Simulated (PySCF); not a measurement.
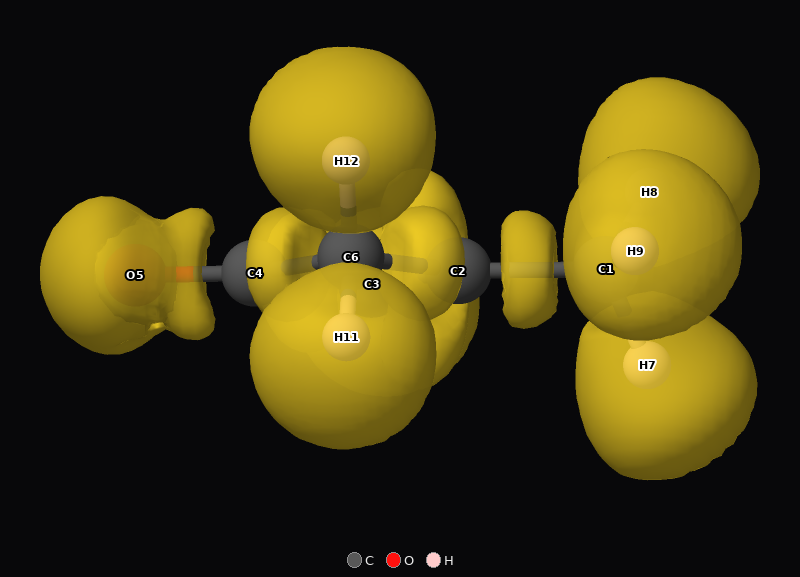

Figure 1: C₅H₆O. Isosurface of the ELF at 0.75 (yellow), seen from one side. Only the valence region is drawn (cores and ρ < 0.01 e/Å³ removed).

Geometry: GFN2-xTB.

These are results of PBE0/pcSseg-1, SCF density, gas phase, non-relativistic (PySCF), not measurements.

| atom | x (Å) | y (Å) | z (Å) |
| --- | --- | --- | --- |
| C | 1.7162 | -0.2324 | -0.0979 |
| C | 0.2426 | -0.1625 | -0.0301 |
| C | -0.7591 | -1.0649 | -0.0528 |
| C | -1.7865 | -0.0254 | 0.0772 |
| O | -2.9808 | 0.0246 | 0.1409 |
| C | -0.6661 | 1.0424 | 0.1056 |
| H | 2.1035 | -0.7969 | 0.7503 |
| H | 2.0303 | -0.7513 | -1.0031 |
| H | 2.1507 | 0.7639 | -0.0880 |
| H | -0.7994 | -2.1356 | -0.1324 |
| H | -0.5834 | 1.6001 | 1.0374 |
| H | -0.6668 | 1.7373 | -0.7330 |

### Where are the electrons localised?

The ELF exceeds this value in five regions between bonded C–C atoms (shared pairs), six regions around hydrogen nuclei and one region on O in which the atom's valence shell and bonds are merged.

Values along the shortest contacts:
C–O (1.20 Å): the ELF peaks at about 0.85 between the atoms; a short, multiple covalent bond. C–C (1.35 Å): the ELF peaks at about 0.90 between the atoms; localised, covalent bonding.
